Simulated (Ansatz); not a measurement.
# H₄OSi···HF: what the fields show

```yaml
atoms:
  - { symbol: Si, position_ang: [-0.4113, -0.1146, -0.3903] }
  - { symbol: F, position_ang: [0.0174, 0.7551, 2.2311] }
  - { symbol: H, position_ang: [0.8401, -0.7477, 0.1381] }
  - { symbol: H, position_ang: [-0.2471, 1.3671, -0.5514] }
  - { symbol: H, position_ang: [-0.6938, -0.7070, -1.7544] }
  - { symbol: O, position_ang: [-1.7512, -0.4594, 0.5795] }
  - { symbol: H, position_ang: [-2.4065, -1.0585, 0.1935] }
  - { symbol: H, position_ang: [-0.7986, 0.3354, 2.3970] }
```

Not at a stationary point (largest force 0.5 eV/Å).

The calculation used RKS PBE/def2-SVP in Ansatz 0.2.0.

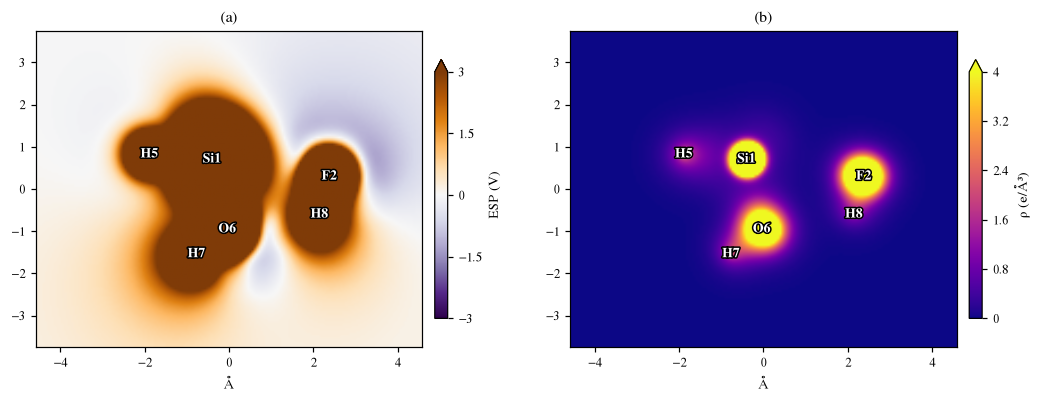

Figure 1. (a) electrostatic potential; (b) total electron density on the plane of atoms H5, Si1 and O6.

Q: Read the bonding off the picture.

A:
- The plane passes through Si, F, H and O nuclei.
- Si1···F2 (2.79 Å): the density falls to about 0.09 e/Å³ on the way.
- Si–O (1.69 Å): the density is about 1 e/Å³ at the midpoint.
- F–H (0.93 Å): ρ at the midpoint is about 4.5 e/Å³.
- O–H (0.97 Å): ρ is about 3.6 e/Å³ halfway.
- Si–H (1.51 Å): the density is about 0.75 e/Å³ at the midpoint.
- Outside the dense part of the complex the potential is most negative (−1.3 V) near F2.

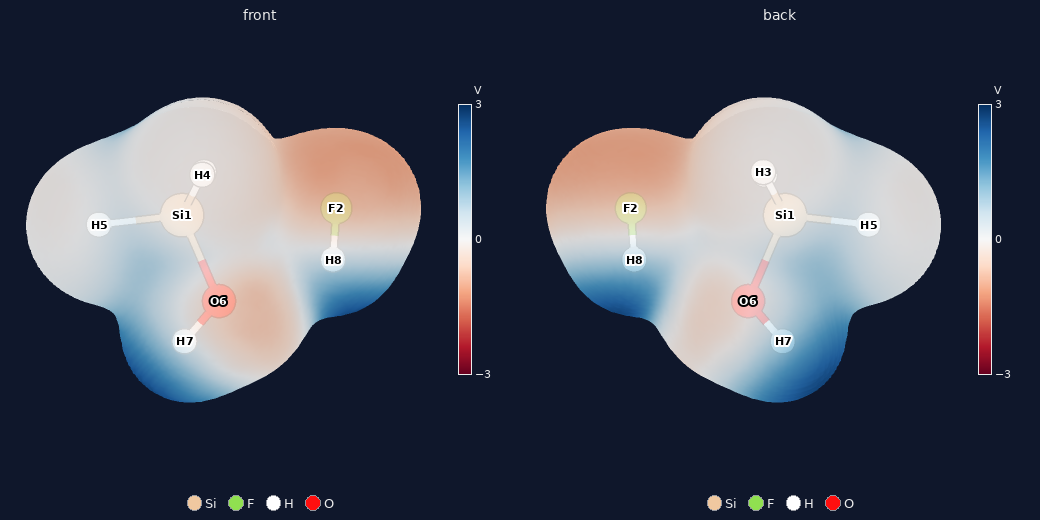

Figure 2. The electrostatic potential painted on the density surface at 0.002 e/bohr³, seen from the front and from behind; the colour scale runs from red (negative) to blue (positive).

Q: Describe the electrostatic potential map.

A: The most negative region (about −1.1 V, or −25 kcal/mol for a unit charge) lies over F2, the most positive (about +2.7 V, or +62 kcal/mol for a unit charge) over H7 and H8.

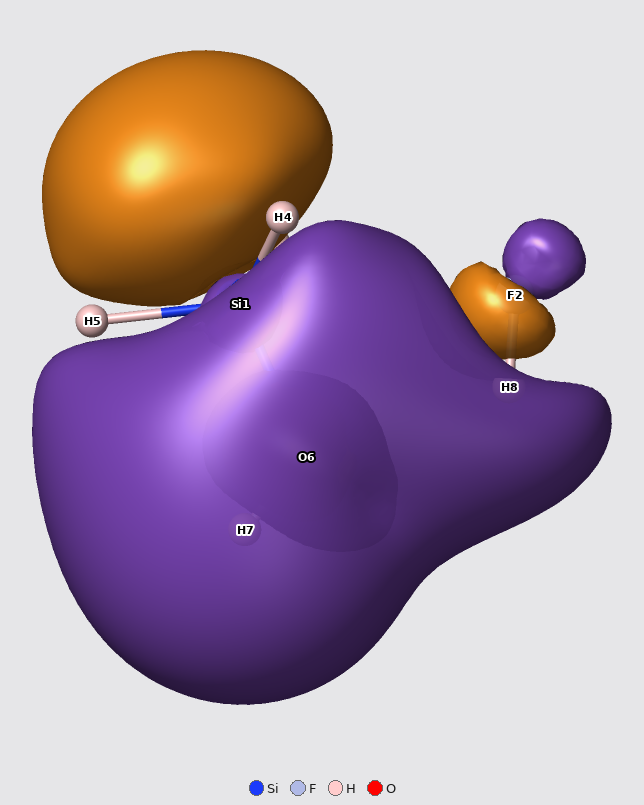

Figure 3. The LUMO at ±0.06 Å⁻³ᐟ² (orange and purple are the two phases), seen across its widest extent.

Q: What is the character of this orbital?

A: Its weight (Hirshfeld) is mainly on Si1 (about 40 %), H7 (about 20 %), O6 (about 15 %) and H8 (about 5 %). Its energy is −0.36 eV.
